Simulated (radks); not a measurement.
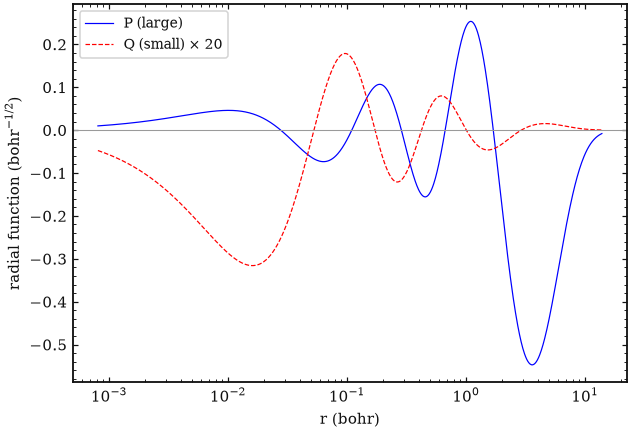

The neutral samarium atom in the configuration [Xe] 4f6 6s2 (open shells shared over both j by 2j + 1). Method: Dirac Kohn-Sham, LDA (Slater exchange, Perdew-Wang correlation), spin-unpolarised, spherical densities, finite nucleus; computed with the in-house radial solver radks.

```
Z 62
configuration [Xe] 4f6 6s2
relativity Dirac
functional lda,pw
spin unpolarised
j_filling average
nucleus finite rms 5.0819 fm
c 137.035999084
```

The run was one of a batch (task.json lists them), launched with:
```bash
python run_ks.py task.json out
```

The plot shows the large and small radial components of the 6s1/2 spinor.

Q: What does the plot show?

Answer: The spinor has κ = −1: the large component has l = 0 and 5 radial nodes (r = 0.0278, 0.110, 0.287, 0.670 and 1.70 bohr), the small one has l = 1. The small component carries 0.0026 % of the norm; ⟨r⟩ = 4.26 bohr and the eigenvalue is −3.72 eV.
